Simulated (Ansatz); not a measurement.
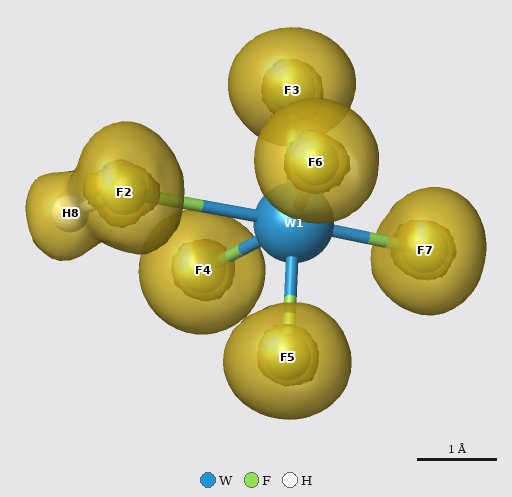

Figure 1: F6HW (doublet). Isosurface of the ELF at 0.75 (yellow), seen at a tilt. Only the valence region is drawn (cores and ρ < 0.01 e/Å³ removed).

Core potentials replace the inner electrons of W.

Method: UHF/def2-SVP in Ansatz 0.2.0.

Input

```
crystal:
  periodic: [false, false, false]
  atoms:
    - { symbol: W, position_ang: [0.0, 0.0, -0.358076] }
    - { symbol: F, position_ang: [5.0e-06, -1.2e-05, 2.681024] }
    - { symbol: F, position_ang: [1.880485, 0.0, -0.353654] }
    - { symbol: F, position_ang: [0.0, 1.700889, 0.278661] }
    - { symbol: F, position_ang: [-1.880485, 0.0, -0.353653] }
    - { symbol: F, position_ang: [0.0, -1.700891, 0.278657] }
    - { symbol: F, position_ang: [0.0, 2.0e-06, -2.193129] }
    - { symbol: H, position_ang: [-4.0e-06, 1.3e-05, 3.590169] }
magnetization:
  spin_polarized: true
  initial_magnetization: 1
basis:
  gaussian: { orbitals: def2-SVP }
hamiltonian:
  xc: hf
relax:
  f_tol: 0.03
  max_steps: 50
output:
  orbitals: {}
```

Run with:

```sh
ansatz run input.yaml --threads 4 --pin off --max-ram 5120MiB --backend cpu --events-out ev --progress --plain --runs-dir out
```

The fields are those of the run's last geometry, not of the input's.

### Describe the localisation domains.

The ELF exceeds this value in five regions wrapped around F (the valence shell of each) and one joined region spread over several atoms (F, H), in which their bonds and any lone pairs are merged.

Values along the shortest contacts:
W–F (1.82 Å): the ELF peaks at about 0.85 in the valence shell of F, 0.5 Å from its nucleus, and drops to about 0.20 between the two atoms. F–H (0.91 Å): the ELF climbs to about 1 towards the hydrogen, as it does in any bond to H (a covalent bond by its length).
